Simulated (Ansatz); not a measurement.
## Electronic structure of F$_{3}$HSi···H$_{2}$S in real space

```yaml
atoms:
  - { symbol: Si, position_ang: [-1.0946, 0.4979, -0.1267] }
  - { symbol: H, position_ang: [-1.6039, -0.7538, 0.4637] }
  - { symbol: F, position_ang: [-0.3231, 0.2681, -1.5331] }
  - { symbol: F, position_ang: [-2.3344, 1.4895, -0.4410] }
  - { symbol: F, position_ang: [-0.1009, 1.3081, 0.8646] }
  - { symbol: H, position_ang: [1.9522, -0.2872, 1.0379] }
  - { symbol: S, position_ang: [1.6815, -1.5068, 0.4979] }
  - { symbol: H, position_ang: [1.8230, -1.0159, -0.7635] }
```

Level of theory: UKS PBE-D4/def2-SVP (Ansatz).

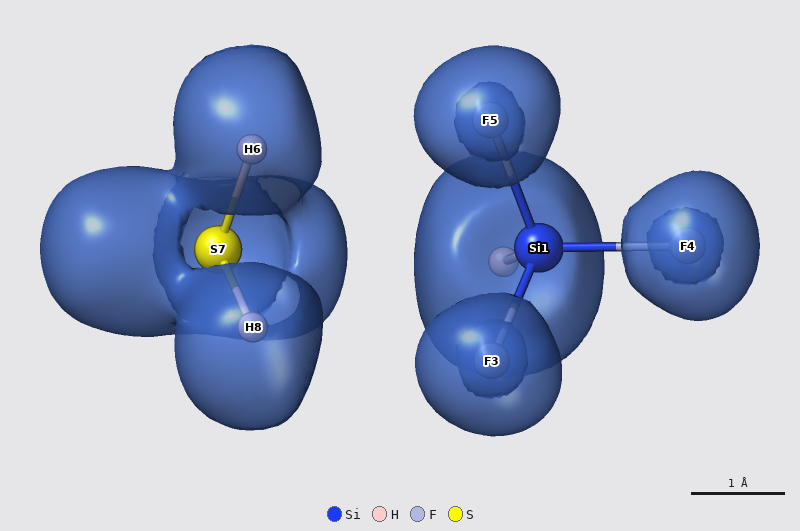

Figure 1. Isosurface of the ELF at 0.75 (blue), seen across its widest extent. Core shells and regions of very low density are left out.

> Where are the electrons localised?

The ELF exceeds this value in one region around a hydrogen nucleus, three regions wrapped around F (its lone pairs, merged into a ring or cap) and one joined region spread over several atoms (H, S), in which their bonds and any lone pairs are merged.


Si1···S7 (3.48 Å): the ELF dips to about 0.05 between them. Si–F (1.62 Å): the ELF peaks at about 0.85 in the valence shell of F, 0.6 Å from its nucleus, and is about 0.45 at the midpoint.

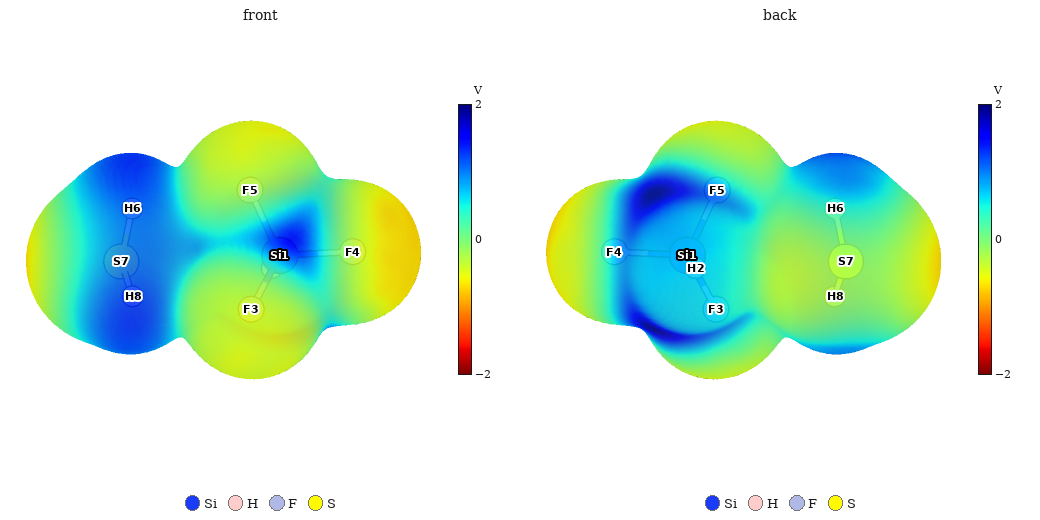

Figure 2. The molecular electrostatic potential painted on the density surface at 0.002 e/bohr³, seen from the front and from behind; red is negative and blue positive.

> Where is the surface potential most negative and most positive?

The most negative region (about −0.7 V, or −16 kcal/mol for a unit charge) lies over F4 and S7, the most positive (about +1.9 V, or +44 kcal/mol for a unit charge) over Si1.

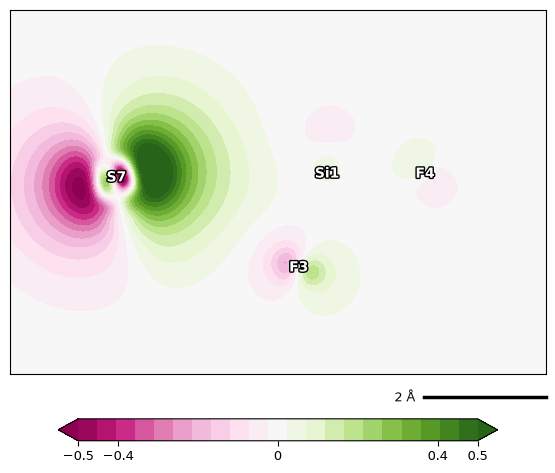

Figure 3. The HOMO on the plane of atoms F3, Si1 and F4 (values in Å⁻³ᐟ²; the overall sign is arbitrary).

> What is the character of this orbital?

Its weight (Hirshfeld) is mainly on S7 (about 85 %); largely a lone pair of S7. Its energy is −6.30 eV.

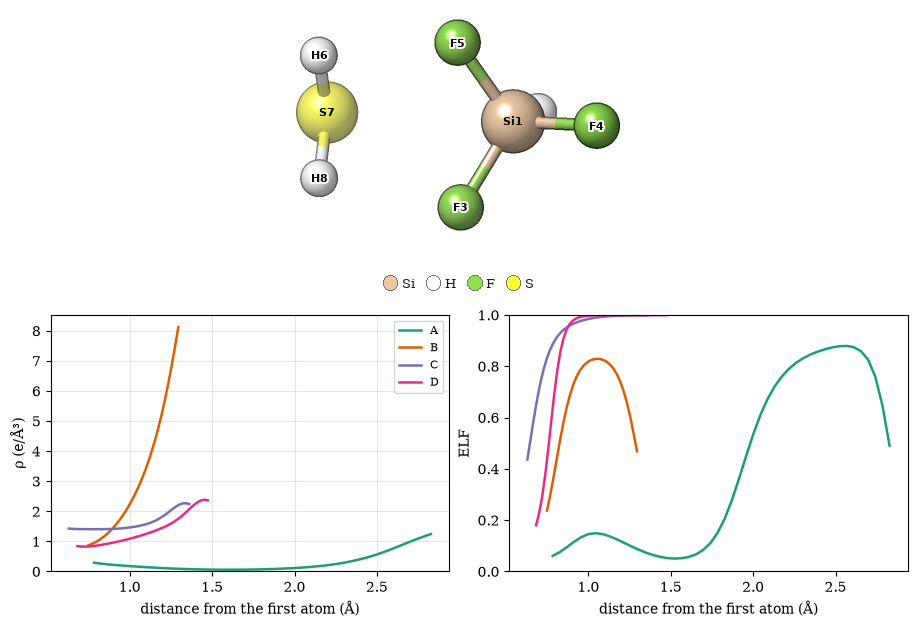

Figure 4. Electron density and electron localisation function along straight lines between neighbouring atoms. The curves leave out the atomic cores. The structure is drawn too.

> Which curve belongs to which contact (Si–F, Si–H, Si–S and S–H)? The first atom named is at distance zero.

Curve A: Si1···S7 (3.48 Å): the density falls to about 0.06 e/Å³ on the way; the ELF dips to about 0.05 between them. Curve B: Si–F (1.62 Å): the density is about 1 e/Å³ at the midpoint; the ELF peaks at about 0.85 in the valence shell of F, 0.6 Å from its nucleus, and is about 0.45 at the midpoint. Curve C: S–H (1.36 Å): ρ at the midpoint is about 1.4 e/Å³; the ELF climbs to about 1 towards the hydrogen, as it does in any bond to H. Curve D: Si–H (1.47 Å): ρ is about 0.83 e/Å³ halfway; the ELF climbs to about 1 towards the hydrogen.
